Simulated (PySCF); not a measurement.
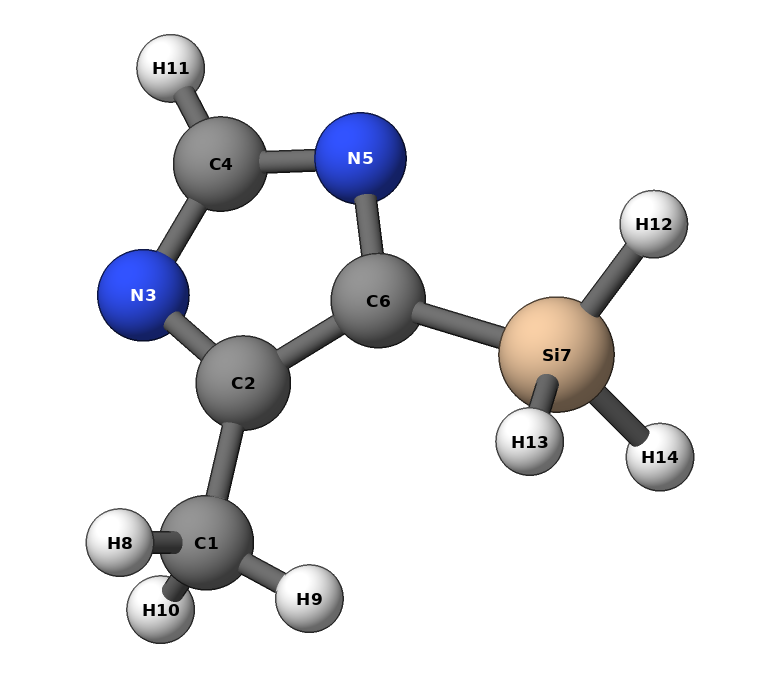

Charge −1, singlet. Computed geometry: GFN2-xTB optimisation. No frequency run is at hand to confirm it as a minimum. Properties computed with GIAO PBE0/pcSseg-1 NMR shielding, non-relativistic, gas phase (PySCF 2.14.0). Principal shieldings σ11 ≤ σ22 ≤ σ33, span Ω = σ33 − σ11, skew κ = 3(σiso − σ22)/Ω.

Which C atom has the most anisotropic shielding?

Answer. C2, with a span of 180 ppm.

Give the shielding tensors of the C atoms.

```json
{"atom": "C1", "σ11": "157.8", "σ22": "159.9", "σ33": "185.8", "σiso": "167.8", "Ω": "27.9", "κ": "0.85"}
{"atom": "C2", "σ11": "−57.5", "σ22": "50.7", "σ33": "122.8", "σiso": "38.7", "Ω": "180.3", "κ": "−0.20"}
{"atom": "C4", "σ11": "−44.8", "σ22": "61.5", "σ33": "94.4", "σiso": "37.1", "Ω": "139.2", "κ": "−0.53"}
{"atom": "C6", "σ11": "−1.7", "σ22": "94.9", "σ33": "128.9", "σiso": "74.1", "Ω": "130.6", "κ": "−0.48"}
```

Shieldings and span in ppm.

The geometry is semi-empirical. Around Si such bond lengths and angles can be off by a tenth of an ångström or more and by several degrees, and values that hang on the shape move with them.
